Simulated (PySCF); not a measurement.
SMILES C(=C/[SiH3])/C(C)C (C5H12Si) at its GFN2-xTB optimised geometry (Å):

```
18

C      1.9453     0.9402     0.0000
C      0.4153     0.9402     0.0000
C     -0.1207     2.3733     0.0000
C     -0.0926     0.2079     1.2029
C     -0.8537    -0.8787     1.1792
Si    -1.4853    -1.7679    -0.3539
H      2.3237    -0.0797    -0.0094
H      2.3256     1.4596    -0.8770
H      2.3256     1.4410     0.8884
H      0.0622     0.4314    -0.9026
H      0.2119     2.9040     0.8901
H     -1.2084     2.3704    -0.0132
H      0.2354     2.9123    -0.8752
H      0.2157     0.6424     2.1495
H     -1.1460    -1.3027     2.1334
H     -2.2864    -2.9123     0.0879
H     -2.3256    -0.8790    -1.1637
H     -0.3701    -2.2524    -1.1744
```

Method: PBE/def2-SVP run with PySCF. Cells within 0.4 Å of a nucleus heavier than hydrogen are left out (blank, or x).

Map of the LUMO amplitude (bohr^(-3/2)) on the plane z = 0.0 Å; orbital energy -1.11 eV, overall sign arbitrary:

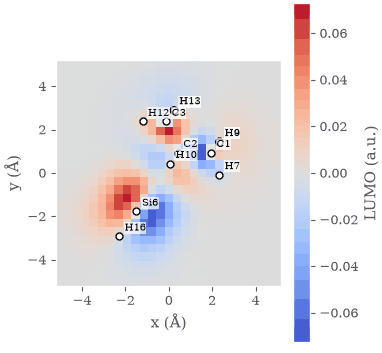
*LUMO amplitude (bohr^(-3/2)) on the plane z = 0.0 Å.*
